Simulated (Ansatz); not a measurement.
# GaB5: one candidate of a structure search, part 1 of 2

The task: take a trial cell of GaB5 to zero force and stress.

Program: Ansatz 0.2.0. Level of theory: DFT PBE, scalar-relativistic, plane waves, PAW. These are calculated values, not measurements.

**1. The starting structure**

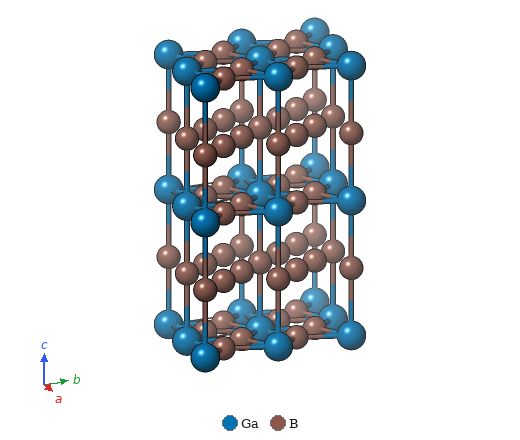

The starting structure, seen slightly off an axis (gallium blue, boron brown). 2×2×2 cells are drawn. Atoms on the faces are drawn again on the opposite ones.

Coordinates:

```
Ga B
1.0
     3.48676    0.00000    0.00000
    -1.74338    3.01962    0.00000
     0.00000    0.00000    4.94247
Ga B
1 5
Direct
  0.00000 0.00000 0.00000
  0.33333 0.66667 0.50000
  0.66667 0.33333 0.50000
  0.33333 0.66667 0.00000
  0.66667 0.33333 0.00000
  0.00000 0.00000 0.50000
```

Recipe of the guess: random cell by space group and Wyckoff sites (P6/mmm, No. 191). The dimensions are guesses.

**2. Probe: one point on a coarse mesh**

The input, input.yaml:

```yaml
crystal:
  lattice:
    - [3.48676, 0.0, 0.0]
    - [-1.74338, 3.01962273, 0.0]
    - [0.0, 0.0, 4.9424742]
  atoms:
    - { symbol: Ga, position: [0.0, 0.0, 0.0] }
    - { symbol: B, position: [0.33333333, 0.66666667, 0.5] }
    - { symbol: B, position: [0.66666667, 0.33333333, 0.5] }
    - { symbol: B, position: [0.33333333, 0.66666667, 0.0] }
    - { symbol: B, position: [0.66666667, 0.33333333, 0.0] }
    - { symbol: B, position: [0.0, 0.0, 0.5] }
basis:
  ecutwfc: 420
kpoints:
  mp_grid: { grid: [6, 6, 4] }
hamiltonian:
  xc: pbe
scf:
  occupations: { method: gaussian, width: 0.1 }
  lower_state_search: "off"
output:
  forces: true
  stress: true
  eigenvalues: true
```

The run is started by

```bash
$ ansatz run input.yaml --threads 1 --pin off --max-ram 2048MiB --backend cpu --events-out ev --progress --plain --runs-dir out
```

The program printed (excerpt; [...] marks lines left out):

```text
[...]
SCF converged after 7 iterations
Free energy (F): -4553.528730 eV
[...]
E sigma→0 (E₀):  -4553.519160 eV
Entropy (-TS):   -0.019139 eV (-3.190 meV/atom)
Fermi energy:    11.090896 eV
[...]
--- Forces (eV/Å), atoms counted from 1 ---
  atom   1  Ga     0.00000000     0.00000000     0.00000000
  atom   2  B     -0.00000000     0.00000000     0.00000000
  atom   3  B      0.00000000    -0.00000000     0.00000000
  atom   4  B      0.00000000     0.00000000     0.00000000
  atom   5  B      0.00000000    -0.00000000     0.00000000
  atom   6  B     -0.00000000     0.00000000     0.00000000
[...]
--- Stress (GPa, compression-positive) ---
        4.144318       0.000000       0.000000
        0.000000       4.144318       0.000000
        0.000000       0.000000      -7.909994
  P = ⅓ Tr σ = 0.1262 GPa (1.262 kbar)
--- Band table (eV; the first three rows and the last of 21) ---
  k-point 0: bands = ["-5.2766", "-5.0582", "-5.0582", "-4.5649", "-4.5649", "-4.0743", "-0.0543", "2.7831", "8.1476", "8.1476", "8.5207", "8.5207", "10.0381", "10.0381", "11.2098", "11.2098", "11.7815", "12.8605", "13.1558", "13.7164"]
[...]
```

It took 1.3 s on 1 thread of Arm Neoverse V2, shared host; peak memory 0.3 GiB.

The probe gives pressure 0.1 GPa, largest force 0.00 eV/Å, gap on this mesh none (metal). A guess like this is first relaxed loosely on the coarse mesh.

**3. A loose first relaxation**

Changes to input.yaml since step 2:

```diff
@@ -25 +25,6 @@
   eigenvalues: true
+relax:
+  adjacent_minimum: "off"
+  f_tol: 0.04
+  max_steps: 70
+  cell: { stress_tol: 0.4 }
```

The run is started by

```bash
$ ansatz run input.yaml --threads 1 --pin off --max-ram 2048MiB --backend cpu --events-out ev --progress --plain --runs-dir out
```

The program printed:

```text
Warning: RAYON_NUM_THREADS=1 ignored (pool sized by the plan → 1); use --threads N
Engine: ansatz 0.2.0, aarch64-unknown-linux-gnu
Pseudopotentials: kind: paw
Pseudopotential: Ga, paw, valence charge 13, recommended cutoff 420 eV (normal), Ga.paw.azcp
Pseudopotential: B, paw, valence charge 3, recommended cutoff 420 eV (normal), B.paw.azcp
Functional definition: PBE
  parameter kappa = 0.804
  parameter beta = 0.06672455060314922
  exchange = pbe_x(kappa = kappa, mu = beta*pi^2/3)
  correlation = pbe_c(beta = beta)
Crystal: 6 atoms, lattice volume = 52.038 Å³
Basis set: ecut = 420 eV, 1043 PW (Γ), exchange–correlation on 48×48×72 points (8 copies of the dense FFT grid, shifted against one another)
Bands: 20, of which v1, the nominal top of the filled ones, is band 14 counted from 1 (13 counted from 0)
Symmetry: 24 space group operations
Space group: P6/mmm (ITA 191), of the structure as read, at distance tolerance 3.7e-5 Å
k-points: 21 of 144
Non-local potential: Ga, projectors of the file, l = 0: 2, l = 1: 2, l = 2: 3, l = 3: 1
Non-local potential: B, projectors of the file, l = 0: 2, l = 1: 2, l = 2: 1
PAW form: soft (Blöchl's): semilocal exchange-correlation on the pseudo side does not see the compensation charge
PAW one-centre angular grid: Ga, 590 points (default); XC on 64 Gauss nodes
PAW one-centre angular grid: B, 110 points (default); XC on 64 Gauss nodes
Initial density: superposition of atomic densities (neutral atoms: chi_scale 0, normalization atom), corrected by the library's trained network
Initial wavefunctions: pseudopotential atomic-orbital guess
Functional: x = pbe(κ = 0.804, μ = 0.2195149727645171), c = pbe(β = 0.06672455060314922)
SCF iter   1: F=—  HF=-4553.535505 eV  |F-HF|=—  |Δ(HF+E_count)|=         —  Δρ=6.65e-3  dr2=2.41e-2  ethr=1.77e-3  ⟨swp⟩=5.9  Hψ=1892  notcnv=0  defer=1
preconditioner: auto → Kerker (q_TF=auto, 2.461 Å⁻¹)  [metal: Δε(μ)=0.059 eV  Ē_g=13.028 eV  σ=0.100 eV  W_gap=0.31  n_scr=20 (ndim 8)  ℏωp=27.2 eV  f_vac=0.000  D(μ)=3.67/eV (n_scr^D=34)]
SCF iter   2: F=—  HF=-4553.530997 eV  |F-HF|=—  |Δ(HF+E_count)|=   4.51e-3  Δρ=3.81e-3  dr2=7.73e-3  ethr=8.59e-5  ⟨swp⟩=1.0  Hψ=588  notcnv=0  defer=1
SCF iter   3: F=—  HF=-4553.528743 eV  |F-HF|=—  |Δ(HF+E_count)|=   2.25e-3  Δρ=4.50e-4  dr2=1.08e-4  ethr=2.76e-5  ⟨swp⟩=2.6  Hψ=619  notcnv=0  defer=1
SCF iter   4: F=—  HF=-4553.528726 eV  |F-HF|=—  |Δ(HF+E_count)|=   1.70e-5  Δρ=2.15e-4  dr2=1.72e-5  ethr=3.85e-7  ⟨swp⟩=2.1  Hψ=679  notcnv=0  defer=1
SCF iter   5: F=—  HF=-4553.528730 eV  |F-HF|=—  |Δ(HF+E_count)|=   4.20e-6  Δρ=6.31e-5  dr2=9.53e-7  ethr=6.15e-8  ⟨swp⟩=2.0  Hψ=685  notcnv=0  defer=1
SCF iter   6: F=—  HF=-4553.528730 eV  |F-HF|=—  |Δ(HF+E_count)|=   1.56e-7  Δρ=2.38e-5  dr2=1.45e-7  ethr=3.57e-10  ⟨swp⟩=7.1  Hψ=1898  notcnv=0
SCF iter   7: F=-4553.528730 eV  HF=-4553.528730 eV  |F-HF|=3.42e-10  |Δ(HF+E_count)|=   1.34e-7  Δρ=5.99e-6  dr2=1.16e-8  ethr=3.57e-10  ⟨swp⟩=4.5  Hψ=1475  notcnv=0
SCF 1 converged in 7 iterations: F = -4553.528730 eV  dr2 = 1.16e-8
relax step   1: F+E_penalty+E_count = -4553.52872982 eV  Δ(F+E_penalty+E_count) = +0.000e0 eV  max|allowed force component| = 7.324e-17 eV/Å  Δτ_max = 0.0000 Å  P = +0.126 GPa  Ω = 52.038 Å³  (7 SCF iters, dr2 threshold 1.00e-7 eV, accepted)
Crystal: 6 atoms, lattice volume = 50.447 Å³
Basis set: ecut = 420 eV, 981 PW (Γ), exchange–correlation on 48×48×72 points (8 copies of the dense FFT grid, shifted against one another)
Initial density: handed on by an earlier stage of this run
Initial wavefunctions: those handed on with the density
iter 1 solved again at ethr=4.08e-5 eV; its pass at ethr=3.10e-3 eV (dr2=1.14e-2 eV) is discarded
SCF iter   1: F=—  HF=-4553.605645 eV  |F-HF|=—  |Δ(HF+E_count)|=         —  Δρ=4.66e-3  dr2=1.15e-2  ethr=4.08e-5  ⟨swp⟩=1.7  Hψ=2769  notcnv=0
preconditioner: auto → Kerker (q_TF=auto, 2.473 Å⁻¹)  [metal: Δε(μ)=0.018 eV  Ē_g=13.108 eV  σ=0.100 eV  W_gap=0.10  n_scr=20 (ndim 8)  ℏωp=27.7 eV  f_vac=0.000  D(μ)=3.64/eV (n_scr^D=40)]
SCF iter   2: F=—  HF=-4553.603880 eV  |F-HF|=—  |Δ(HF+E_count)|=   1.76e-3  Δρ=2.55e-3  dr2=2.94e-3  ethr=4.08e-5  ⟨swp⟩=1.1  Hψ=422  notcnv=0
SCF iter   3: F=—  HF=-4553.603400 eV  |F-HF|=—  |Δ(HF+E_count)|=   4.81e-4  Δρ=4.16e-4  dr2=6.17e-5  ethr=1.05e-5  ⟨swp⟩=2.5  Hψ=704  notcnv=0
SCF iter   4: F=—  HF=-4553.603431 eV  |F-HF|=—  |Δ(HF+E_count)|=   3.07e-5  Δρ=2.60e-4  dr2=1.87e-5  ethr=2.20e-7  ⟨swp⟩=2.0  Hψ=713  notcnv=0
SCF iter   5: F=-4553.603410 eV  HF=-4553.603410 eV  |F-HF|=4.22e-8  |Δ(HF+E_count)|=   2.06e-5  Δρ=4.29e-5  dr2=4.47e-7  ethr=2.14e-9  ⟨swp⟩=5.1  Hψ=2349  notcnv=0
SCF 2 converged in 5 iterations: F = -4553.603410 eV  dr2 = 4.47e-7
relax step   2: F+E_penalty+E_count = -4553.60341003 eV  Δ(F+E_penalty+E_count) = -7.468e-2 eV  max|allowed force component| = 1.095e-16 eV/Å  Δτ_max = 0.0000 Å  P = +2.930 GPa  Ω = 50.447 Å³  energy of the carried Pulay correction = +2.562e-3 eV  (5 SCF iters, dr2 threshold 6.00e-7 eV, accepted)
Crystal: 6 atoms, lattice volume = 49.906 Å³
Basis set: ecut = 420 eV, 969 PW (Γ), exchange–correlation on 48×48×72 points (8 copies of the dense FFT grid, shifted against one another)
iter 1 solved again at ethr=7.48e-5 eV; its pass at ethr=3.10e-3 eV (dr2=2.09e-2 eV) is discarded
SCF iter   1: F=—  HF=-4553.714136 eV  |F-HF|=—  |Δ(HF+E_count)|=         —  Δρ=6.22e-3  dr2=2.10e-2  ethr=7.48e-5  ⟨swp⟩=2.0  Hψ=3341  notcnv=0
preconditioner: auto → Kerker (q_TF=auto, 2.478 Å⁻¹)  [metal: Δε(μ)=0.092 eV  Ē_g=13.061 eV  σ=0.100 eV  W_gap=0.47  n_scr=20 (ndim 8)  ℏωp=27.8 eV  f_vac=0.000  D(μ)=3.01/eV (n_scr^D=22)]
SCF iter   2: F=—  HF=-4553.710216 eV  |F-HF|=—  |Δ(HF+E_count)|=   3.92e-3  Δρ=3.66e-3  dr2=6.43e-3  ethr=7.48e-5  ⟨swp⟩=1.3  Hψ=458  notcnv=0
SCF iter   3: F=—  HF=-4553.708562 eV  |F-HF|=—  |Δ(HF+E_count)|=   1.65e-3  Δρ=4.79e-4  dr2=1.36e-4  ethr=2.30e-5  ⟨swp⟩=2.2  Hψ=623  notcnv=0
SCF iter   4: F=—  HF=-4553.708610 eV  |F-HF|=—  |Δ(HF+E_count)|=   4.89e-5  Δρ=3.77e-4  dr2=4.57e-5  ethr=4.84e-7  ⟨swp⟩=2.9  Hψ=832  notcnv=0
SCF iter   5: F=—  HF=-4553.708566 eV  |F-HF|=—  |Δ(HF+E_count)|=   4.40e-5  Δρ=5.40e-5  dr2=1.46e-6  ethr=1.63e-7  ⟨swp⟩=3.1  Hψ=850  notcnv=0
SCF iter   6: F=-4553.708566 eV  HF=-4553.708566 eV  |F-HF|=1.59e-7  |Δ(HF+E_count)|=   4.14e-7  Δρ=2.17e-5  dr2=2.53e-7  ethr=2.14e-9  ⟨swp⟩=8.3  Hψ=2314  notcnv=0
SCF 3 converged in 6 iterations: F = -4553.708566 eV  dr2 = 2.53e-7
relax step   3: F+E_penalty+E_count = -4553.70856591 eV  Δ(F+E_penalty+E_count) = -1.052e-1 eV  max|allowed force component| = 1.542e-16 eV/Å  Δτ_max = 0.0000 Å  P = +2.792 GPa  Ω = 49.906 Å³  energy of the carried Pulay correction = +3.831e-3 eV  (6 SCF iters, dr2 threshold 6.00e-7 eV, accepted)
[... 12 lines left out ...]
relax step   4: F+E_penalty+E_count = -4553.80914306 eV  Δ(F+E_penalty+E_count) = -1.006e-1 eV  max|allowed force component| = 1.927e-17 eV/Å  Δτ_max = 0.0000 Å  P = -1.185 GPa  Ω = 50.559 Å³  energy of the carried Pulay correction = +3.473e-3 eV  (7 SCF iters, dr2 threshold 6.00e-7 eV, accepted)
[... 10 lines left out ...]
relax step   5: F+E_penalty+E_count = -4553.81010019 eV  Δ(F+E_penalty+E_count) = -9.571e-4 eV  max|allowed force component| = 1.264e-16 eV/Å  Δτ_max = 0.0000 Å  P = -0.170 GPa  Ω = 50.201 Å³  energy of the carried Pulay correction = +3.854e-3 eV  (6 SCF iters, dr2 threshold 6.00e-7 eV, accepted)
[... 11 lines left out ...]
relax step   6: F+E_penalty+E_count = -4553.80441122 eV  Δ(F+E_penalty+E_count) = +5.689e-3 eV  max|allowed force component| = 9.098e-17 eV/Å  Δτ_max = 0.0000 Å  P = +3.438 GPa  Ω = 49.245 Å³  energy of the carried Pulay correction = +5.344e-3 eV  (6 SCF iters, dr2 threshold 6.00e-7 eV, rejected (line search))
[... 11 lines left out ...]
relax step   7: F+E_penalty+E_count = -4553.81311041 eV  Δ(F+E_penalty+E_count) = -3.010e-3 eV  max|allowed force component| = 1.557e-16 eV/Å  Δτ_max = 0.0000 Å  P = -0.521 GPa  Ω = 50.352 Å³  energy of the carried Pulay correction = +3.724e-3 eV  (7 SCF iters, accepted)
[... 9 lines left out ...]
relax step   8: F+E_penalty+E_count = -4553.81371296 eV  Δ(F+E_penalty+E_count) = -6.025e-4 eV  max|allowed force component| = 6.592e-17 eV/Å  Δτ_max = 0.0000 Å  P = -0.132 GPa  Ω = 50.224 Å³  energy of the carried Pulay correction = +3.893e-3 eV  (5 SCF iters, dr2 threshold 6.00e-7 eV, accepted)
Basis set: ecut = 420 eV, 987 PW (Γ), exchange–correlation on 50×50×60 points (8 copies of the dense FFT grid, shifted against one another)
Initial wavefunctions: pseudopotential atomic-orbital guess (no wavefunctions were taken with the density)
iter 1 solved again at ethr=5.59e-8 eV; its pass at ethr=3.10e-3 eV (dr2=1.56e-5 eV) is discarded
SCF iter   1: F=—  HF=-4553.816559 eV  |F-HF|=—  |Δ(HF+E_count)|=         —  Δρ=7.35e-4  dr2=1.02e-5  ethr=5.59e-8  ⟨swp⟩=3.0  Hψ=2916  notcnv=0
preconditioner: auto → Kerker (q_TF=auto, 2.475 Å⁻¹)  [metal: Δε(μ)=0.043 eV  Ē_g=12.793 eV  σ=0.100 eV  W_gap=0.24  n_scr=20 (ndim 8)  ℏωp=27.7 eV  f_vac=0.000  D(μ)=3.57/eV (n_scr^D=40)]
SCF iter   2: F=—  HF=-4553.816834 eV  |F-HF|=—  |Δ(HF+E_count)|=   2.75e-4  Δρ=3.81e-4  dr2=3.36e-6  ethr=3.66e-8  ⟨swp⟩=2.6  Hψ=610  notcnv=0
SCF iter   3: F=—  HF=-4553.816924 eV  |F-HF|=—  |Δ(HF+E_count)|=   9.02e-5  Δρ=4.94e-5  dr2=1.72e-7  ethr=1.20e-8  ⟨swp⟩=2.1  Hψ=703  notcnv=0
SCF iter   4: F=—  HF=-4553.816925 eV  |F-HF|=—  |Δ(HF+E_count)|=   8.46e-7  Δρ=1.01e-5  dr2=7.62e-9  ethr=6.15e-10  ⟨swp⟩=2.0  Hψ=713  notcnv=0
SCF iter   5: F=-4553.816925 eV  HF=-4553.816925 eV  |F-HF|=3.37e-10  |Δ(HF+E_count)|=   5.80e-8  Δρ=1.33e-6  dr2=2.26e-10  ethr=1.37e-11  ⟨swp⟩=4.4  Hψ=1420  notcnv=0
SCF 9 converged in 5 iterations: F = -4553.816925 eV  dr2 = 2.26e-10
relax step   9: F+E_penalty+E_count = -4553.81692533 eV  Δ(F+E_penalty+E_count) = -3.212e-3 eV  max|allowed force component| = 7.401e-17 eV/Å  Δτ_max = 0.0000 Å  P = -0.065 GPa  Ω = 50.224 Å³  stress off target by 2.36e-1 GPa  SCF on the basis re-selected at this cell (its energy is not comparable with the rows above)  (5 SCF iters)
basis re-selected at this cell: Δ(F+E_penalty+E_count) = -3.212e-3 eV, ΔP = +0.067 GPa vs the last step (what re-selecting the basis moved, of the pressure what is left beyond the Pulay correction that the steps carried, after the strain that the cell walked since its last selection, with what the two solves' SCF thresholds leave and, on support functions, any second-order correction that the steps lacked; it is no measure of the basis error at this ecutwfc). The dense FFT grid was sized anew with the basis: this SCF ran on 25×25×30 points, the steps before it on 24×24×36, so part of this shift can come from that change (see relax.cell in the input reference). This SCF's stress stands 2.36e-1 GPa from its target on what of the cell is left free (relax.cell.stress_tol is 4.00e-1 GPa) and its largest allowed force component is 7.40e-17 eV/Å (relax.f_tol is 4.00e-2 eV/Å): within both
SCF converged after 5 iterations
Free energy (F): -4553.816925 eV
Harris-Foulkes:  -4553.816925 eV  (|F-HF|=3.37e-10)
Internal energy: -4553.799086 eV  (E = F + TS)
E sigma→0 (E₀):  -4553.808006 eV
Entropy (-TS):   -0.017839 eV (-2.973 meV/atom)
Fermi energy:    11.006879 eV
--- Per-component energies (eV) ---
  E_band       = 56.650887
  E_kinetic    = 339.227142
  E_local      = -2040.127347  (includes V_loc(G=0)·N_el)
  E_nonlocal   = 484.802539
  E_hartree    = 967.697803
  E_xc         = -226.482494
  E_vxc        = -244.748906  (∫ρ·V_xc dr)
  E_paw        = -2377.569742  (= ΣΔE_a)
  E_vpaw       = -417.897781  (= ΣTr[D̂ρ^β])
  E_aug_tail   = -0.000167  (compensation charges beyond the density's cutoff)
  E_ewald      = -1701.346820
  E_smearing   = -0.017839  (= −TS)
  E_closure    = 0.000000  (closes the sum)
  Σ components = -4553.816925   (vs F -4553.816925, Δ=0.00e0)
--- Forces (eV/Å), atoms counted from 1 ---
  atom   1  Ga     0.00000000     0.00000000     0.00000000
  atom   2  B     -0.00000000     0.00000000     0.00000000
  atom   3  B      0.00000000    -0.00000000     0.00000000
  atom   4  B     -0.00000000     0.00000000     0.00000000
  atom   5  B      0.00000000    -0.00000000     0.00000000
  atom   6  B     -0.00000000    -0.00000000     0.00000000
  max |Σ_I F_I| component: 3.99e-31 eV/Å
--- Stress (GPa, compression-positive) ---
        0.019883       0.000000       0.000000
        0.000000       0.019883       0.000000
        0.000000       0.000000      -0.235930
  P = ⅓ Tr σ = -0.0654 GPa (-0.654 kbar)
--- Band table (eV; the first three rows and the last of 21) ---
  k-point 0: bands = ["-4.2513", "-4.0777", "-4.0777", "-3.8485", "-3.7900", "-3.7900", "3.0862", "3.3927", "8.0292", "8.0292", "8.2732", "8.2732", "9.8922", "10.8281", "11.8230", "11.8230", "12.1371", "12.8078", "12.8850", "12.8850"]
  k-point 1: bands = ["-4.2200", "-4.0761", "-4.0761", "-3.7968", "-3.7968", "-3.4320", "0.1501", "7.1106", "8.4108", "8.4108", "8.7052", "8.7052", "10.1089", "10.9749", "10.9749", "11.0194", "11.6361", "11.9299", "11.9299", "12.3803"]
  k-point 2: bands = ["-4.2084", "-4.0744", "-4.0744", "-3.8036", "-3.8036", "-2.2541", "-1.9239", "9.4664", "9.4664", "9.5240", "9.5240", "9.5287", "9.5287", "10.6023", "10.6745", "10.6745", "10.8292", "10.9062", "11.2906", "12.3119"]
  k-point 20: bands = ["-4.0016", "-3.9906", "-3.9906", "-3.8707", "-3.8707", "1.8441", "1.9367", "1.9367", "2.0292", "2.2784", "2.2784", "12.5349", "12.5413", "12.5413", "13.2075", "13.2075", "13.6450", "17.3000", "17.3000", "17.3410"]
--- Relaxed structure (8 steps of the walk, 7 accepted, 1 SCFs on fresh bases) ---
  F+E_penalty+E_count = -4553.81692533 eV   max|allowed force component| = 7.401e-17 eV/Å   (the final SCF, on the basis selected at the relaxed cell)
  cell:  # Å, volume = 50.2239 Å³
    - [3.6719709076050093, 1.8736347097267173e-36, 0.0]
    - [-1.8359854538025047, 3.1800200879433396, 0.0]
    - [0.0, 0.0, 4.3011145324119795]
  atoms:
    - { symbol: Ga, position: [5.819385595099934e-35, 1.5889755584162725e-35, 0.0] }
    - { symbol: B, position: [0.3333333333333333, 0.6666666666666666, 0.5] }
    - { symbol: B, position: [0.6666666666666666, 0.3333333333333333, 0.5] }
    - { symbol: B, position: [0.3333333333333333, 0.6666666666666666, 0.0] }
    - { symbol: B, position: [0.6666666666666666, 0.3333333333333333, 0.0] }
    - { symbol: B, position: [1.4132691358374919e-35, -1.6997055624870914e-35, 0.5] }
```

Wall time 13 s (1 thread of Arm Neoverse V2, shared host); peak memory 0.32 GiB.

The steps of the relaxation:

| step | energy from step 1 (eV/cell) | largest force component (eV/Å) | pressure (GPa) | volume (Å³) |
| --- | --- | --- | --- | --- |
| 1 | 0.0000 | 0.0000 | 0.13 | 52.04 |
| 2 | -0.0747 | 0.0000 | 2.93 | 50.45 |
| 3 | -0.1798 | 0.0000 | 2.79 | 49.91 |
| 4 | -0.2804 | 0.0000 | -1.19 | 50.56 |
| 5 | -0.2814 | 0.0000 | -0.17 | 50.20 |
| 6 | -0.2757 | 0.0000 | 3.44 | 49.24 |
| 7 | -0.2844 | 0.0000 | -0.52 | 50.35 |
| 8 | -0.2850 | 0.0000 | -0.13 | 50.22 |
| 9 | -0.2882 | 0.0000 | -0.07 | 50.22 |

Step 1 is the start. Step 9 repeats the geometry before it on a plane-wave basis chosen anew for that cell, so its energy need not be comparable with the rows above. Step 6 was tried and not accepted.

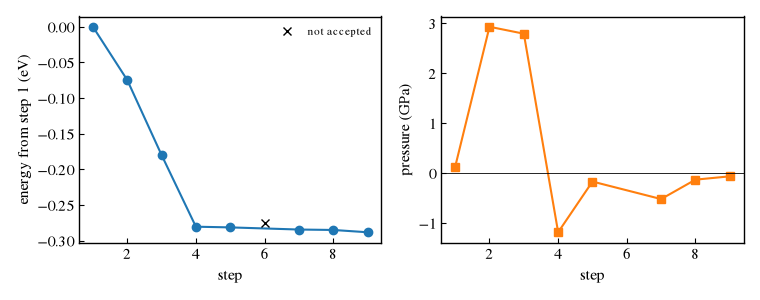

Energy and pressure along the relaxation.

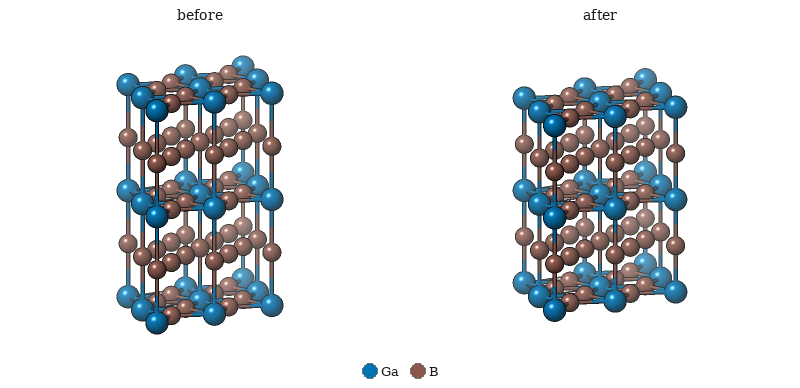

Before and after, at one scale.

|  | before | after | change |
| --- | --- | --- | --- |
| a (Å) | 3.487 | 3.672 | +5.3 % |
| b (Å) | 3.487 | 3.672 | +5.3 % |
| c (Å) | 4.942 | 4.301 | -13.0 % |
| volume (Å³/atom) | 8.67 | 8.37 | -3.5 % |
| shortest distance (Å) | 2.013 | 2.120 | +5.3 % |
| space group (0.01 Å) | P6/mmm | P6/mmm | same |

The run keeps the 24 symmetry operations of the start, so it could not have lowered the symmetry.

(Continued in part 2 of 2.)
